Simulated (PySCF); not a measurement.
Pd(Cl)4, SMILES [Cl][Pd-2]([Cl])([Cl])[Cl] (Cl4Pd (anion, charge -2)) at its PBE0/def2-SVP optimised geometry (Å):

```
5

Pd     0.0000     0.0000     0.0000
Cl     0.0001     2.3642     0.0000
Cl    -2.3642    -0.0001    -0.0029
Cl     0.0000    -2.3642     0.0015
Cl     2.3642     0.0000     0.0000
```

Calculation: PBE0/def2-TZVPD, def2 effective core potentials past Kr (PySCF). The core electrons that the potentials of Pd replace are not part of the density.

Map of the electron localisation function on the plane z = 0.8 Å:

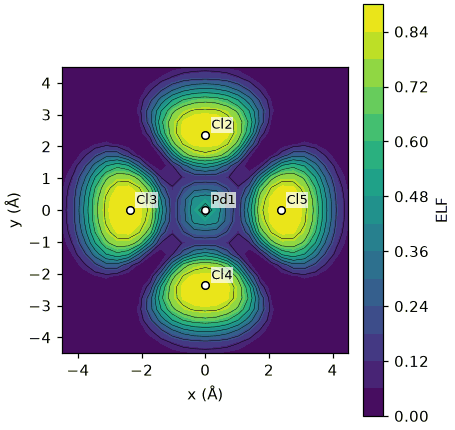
*Electron localisation function on the plane z = 0.8 Å.*
